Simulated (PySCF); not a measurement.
```yaml
atoms:
  - { symbol: C, position_ang: [3.5522, -0.7137, 0.3563] }
  - { symbol: C, position_ang: [2.2598, -0.1853, 0.0744] }
  - { symbol: C, position_ang: [1.1648, 0.3124, -0.1610] }
  - { symbol: Si, position_ang: [-0.2331, 1.4391, -0.6532] }
  - { symbol: N, position_ang: [-1.6082, 0.5193, -0.0134] }
  - { symbol: Si, position_ang: [-1.8658, -1.1338, 0.7841] }
  - { symbol: C, position_ang: [-2.8448, 0.8704, 0.1692] }
  - { symbol: O, position_ang: [-3.4981, -0.0324, 0.7413] }
  - { symbol: H, position_ang: [4.2034, 0.1201, 0.6359] }
  - { symbol: H, position_ang: [3.9665, -1.2226, -0.5123] }
  - { symbol: H, position_ang: [3.5082, -1.3989, 1.2075] }
  - { symbol: H, position_ang: [-0.3191, 1.5235, -2.1148] }
  - { symbol: H, position_ang: [-0.1877, 2.6820, 0.1049] }
  - { symbol: H, position_ang: [-0.4115, -1.5373, 0.5368] }
  - { symbol: H, position_ang: [-2.5613, -2.0718, -0.1009] }
  - { symbol: H, position_ang: [-1.8374, -0.9800, 2.2364] }
  - { symbol: H, position_ang: [-3.2948, 1.8210, -0.1078] }
```

Geometry: GFN2-xTB.

Method: UKS B3LYP, pcH-1 on C H N O Si, non-relativistic, mean-field spin-orbit, GIAO (PySCF).

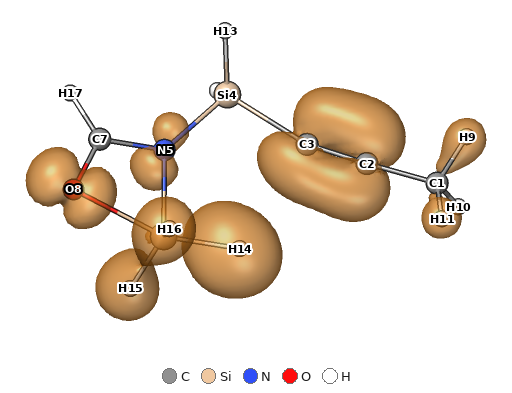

C4H9NOSi2 (charge +1, doublet). Isosurfaces of the spin density (α minus β) at +0.015 (orange) and −0.015 e/Å³ (purple), seen at a tilt.

### Which atoms carry the spin?

The unpaired spin (1 electron) lies mostly on H14 (about 0.2), C3 (about 0.2), C2 (about 0.2), Si6 (about 0.1) and O8 (about 0.1), in electrons by Hirshfeld's partition.
